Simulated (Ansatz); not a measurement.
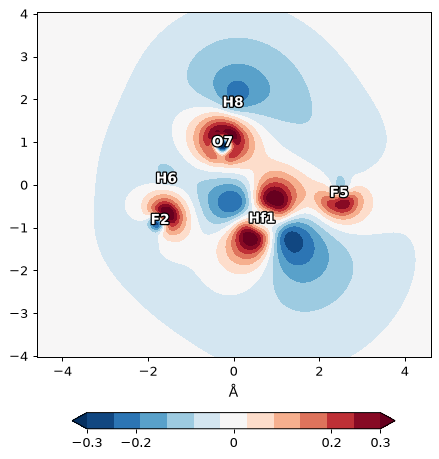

F₄H₂HfO. One frontier orbital on the plane of atoms Hf1, O7 and H8 (values in Å⁻³ᐟ²; the overall sign is arbitrary).

The product side of a reaction path; geometry: PBE0-D4/def2-TZVP; core potentials replace the inner electrons of Hf.

All numbers below come from Ansatz 0.2.0, RKS PBE0-D4/def2-TZVPP.

```yaml
atoms:
  - { symbol: Hf, position_ang: [-0.3859, 0.0596, -0.6534] }
  - { symbol: F, position_ang: [0.8655, -1.5676, 0.5552] }
  - { symbol: F, position_ang: [0.8456, -0.2441, -2.0714] }
  - { symbol: F, position_ang: [-1.8217, -1.1866, -0.5818] }
  - { symbol: F, position_ang: [-1.2407, 1.6764, -1.1622] }
  - { symbol: H, position_ang: [0.9433, -0.8171, 1.1710] }
  - { symbol: O, position_ang: [0.3889, 0.6425, 1.1058] }
  - { symbol: H, position_ang: [0.4053, 1.4369, 1.6365] }
```

Q: Which orbital is it: HOMO or LUMO?

A: The LUMO, at −0.55 eV. By Hirshfeld shares it lies mainly on Hf1 (about 60 %), H8 (about 15 %) and O7 (about 10 %).
